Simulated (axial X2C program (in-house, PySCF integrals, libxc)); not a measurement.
Relativistic diatomic calculation, with input and output: PbNi

PbNi, single determinant with Ω = 3. Computed at this level: HF, two-component X2C with atomic mean-field Coulomb and Gaunt terms, Pb dyall-cv3z, Ni dyall-cv3z (cores contracted) (axial X2C program (in-house, PySCF integrals, libxc)).

Results in brief:

```tsv
quantity	value
outcome	converged
hardware	1 thread of Arm Neoverse V2, 24 GiB of memory available, shared host
wall time	19 s
peak memory	0.95 GiB
```

Remarks:

Hartree–Fock lacks correlation, so it usually binds too weakly. Caveats: 5 of the 10 points asked for were kept.

The input:
```
{"zs": [82, 28], "q": 0, "bas": ["dyall-cv3z", "dyall-cv3z"], "levels": ["PBE0", "HF", "LDA"], "cc": true, "r0": 2.54, "thr": -1.0, "nmax": 90, "npts": 10, "nst": 2, "ntry": 6}
```

The line is the task of a batch: nuclear charges, charge, bases, the levels to run, a first guess of the distance and further settings. This report covers HF with spin-orbit coupling. The log is that of the reference distance 2.547 Å.

Launched within a batch (the task file carries these settings):
```bash
python <driver script> task.json out
```

The program's output:
```
two-component X2C + atomic mean field  HF
basis functions 267  fitting functions 1457  grid points 5802
iter        total energy     max residual
   1     -22404.738237524     1.04e+00
   2     -22404.794060891     2.82e-02
   3     -22404.795296273     2.41e-01
   4     -22404.802733437     3.32e-02
   5     -22404.803395520     5.37e-03
   6     -22404.803944914     2.64e-02
   7     -22404.804142878     1.00e-02
   8     -22404.804288526     5.04e-03
   9     -22404.804324071     4.75e-03
  10     -22404.804337205     1.22e-03
  11     -22404.804339810     4.38e-04
  12     -22404.804340918     6.76e-04
  13     -22404.804341556     2.73e-04
  14     -22404.804341870     7.81e-05
  15     -22404.804342003     1.61e-04
  16     -22404.804342074     8.55e-05
  17     -22404.804342103     1.49e-05
  18     -22404.804342111     2.11e-05
  19     -22404.804342113     1.20e-05
  20     -22404.804342113     1.56e-06
converged
one-electron -31626.09771602  Coulomb 9216.63445971  exact exchange -451.72614286  xc functional 0.00000000  nuclear repulsion 477.02821997  atomic mean-field constant -20.64316291
correlated 14  virtual 314  natural virtual 90  E(MP2) -0.496476604  MP2 remainder -0.051367811
iter   CCSD correlation   residual
   1     -0.383010730   2.50e-01
   2     -0.407199596   1.67e-01
   3     -0.413359451   5.63e-02
   4     -0.414278160   3.48e-02
   5     -0.414679732   1.93e-02
   6     -0.415365128   1.34e-02
   7     -0.415551187   8.13e-03
   8     -0.415431569   5.31e-03
   9     -0.415730662   3.73e-03
  10     -0.415628004   2.35e-03
  11     -0.415680800   1.59e-03
  12     -0.415704960   1.02e-03
  13     -0.415696090   6.97e-04
  14     -0.415695864   4.58e-04
  15     -0.415697761   2.91e-04
  16     -0.415694352   1.79e-04
  17     -0.415693746   9.92e-05
  18     -0.415694028   6.24e-05
  19     -0.415692902   4.14e-05
  20     -0.415692844   2.81e-05
  21     -0.415693166   1.69e-05
  22     -0.415692862   1.02e-05
  23     -0.415693001   6.38e-06
  24     -0.415693074   4.06e-06
  25     -0.415693025   2.72e-06
  26     -0.415693059   1.97e-06
  27     -0.415693083   1.45e-06
  28     -0.415693075   1.03e-06
(T) -0.0207471327755802  T1 0.0683  D1 0.2013  max T2 0.073
```

The points of the curve:

```
R (Å)    E (hartree)  dipole (D; origin at the first atom, positive when the second is positive)  highest filled (eV)  lowest empty (eV)
2.394  −22404.796405                                                                        1.52                −6.18               0.18
2.471  −22404.801246                                                                        1.39                −6.16               0.18
2.547  −22404.804342                                                                        1.23                −6.14               0.18
2.636  −22404.806375                                                                        1.02                −6.13               0.18
2.725  −22404.807236                                                                        0.81                −6.13               0.18
```

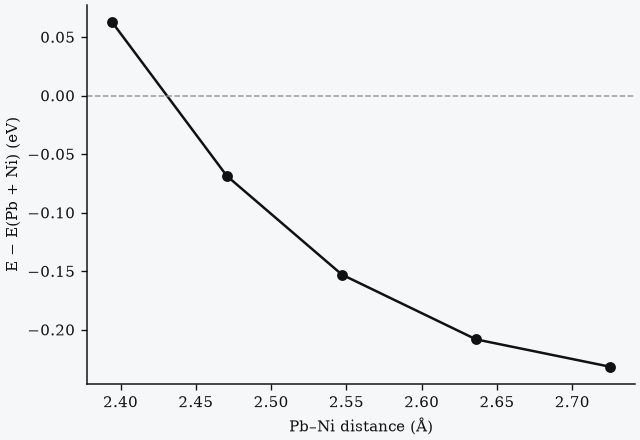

Energy at 5 bond lengths, for one set of occupations held fixed; the line joins the points. The lowest point is at 2.73 Å, the end of the range, so no minimum is bracketed. The lowest point lies 0.23 eV below Pb + Ni.

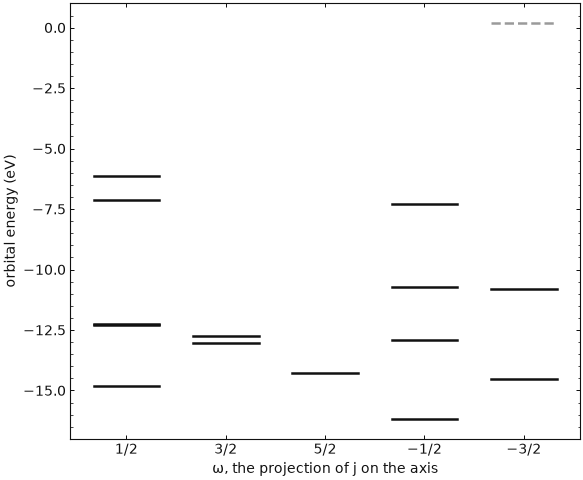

Orbital energies near the frontier at 2.55 Å, filled (solid) and empty (dashed). The highest filled spinor (1/2; 50 % Pb p, 38 % Ni s) lies at −6.14 eV, the lowest empty one (−3/2; 71 % Pb p, 27 % Ni p) at 0.18 eV.
